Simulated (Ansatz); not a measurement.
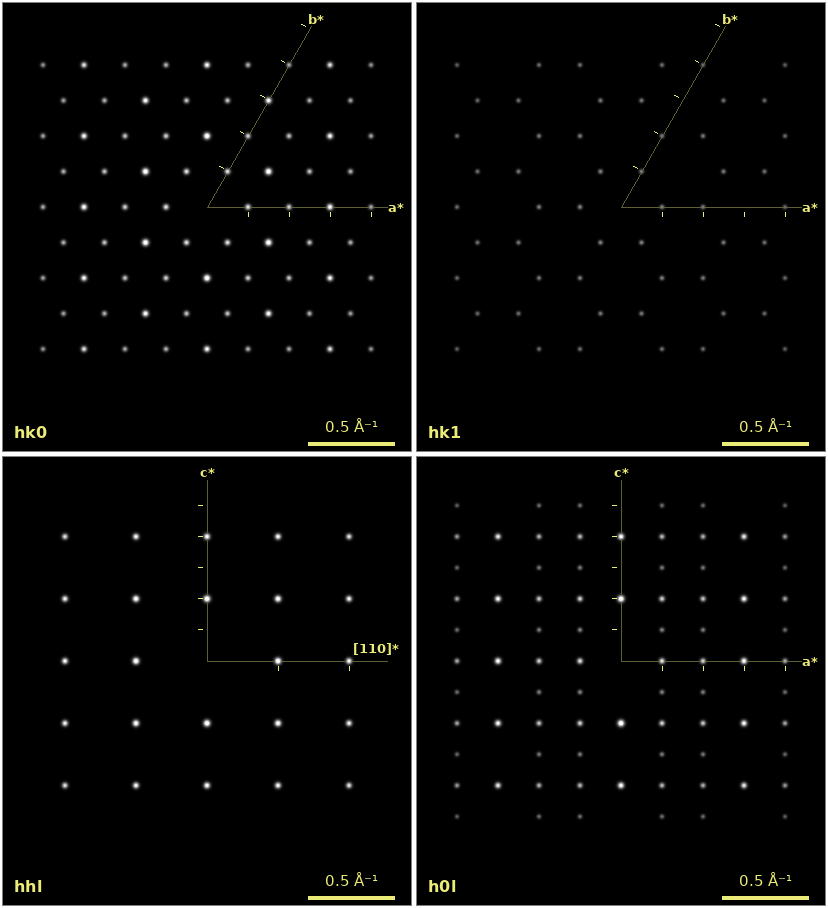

Four undistorted layers of reciprocal space, calculated for a single crystal (X-rays, kinematic |F|², B = 0.5 Å²). Tick marks count the reciprocal lattice steps of the conventional cell along each axis.

The compound is TaSn. Structure: the end point of a relaxation with DFT r2SCAN, scalar-relativistic, plane waves, PAW in Ansatz; the starting structure was generated, so it need not be a known form of this composition.

> What cell do the layers give?

a* = 0.241, b* = 0.241, c* = 0.183 Å⁻¹, γ* = 60°; the cell is hexagonal with a = 4.79 Å, c = 5.47 Å (hexagonal axes).

> Which reflection conditions do the layers show?

Reflections are present only under these conditions. hkl: no condition; hk0: no condition; h0l: no condition; hhl: l = 2n; 00l: l = 2n. The lattice is primitive (P). Further gaps, such as 3 0 1, 0 3 1, 3 0 3, come from atoms on special positions, not from the group's general conditions.

> Which space groups fit?

The intensities have Laue symmetry 6/mmm (the hk0 layer shows 6mm, hk1 shows 6mm). With these conditions the candidates are P6_3mc (No. 186), P-62c (No. 190), P6_3/mmc (No. 194). Diffraction geometry alone does not choose among them; the structure has P6_3/mmc.
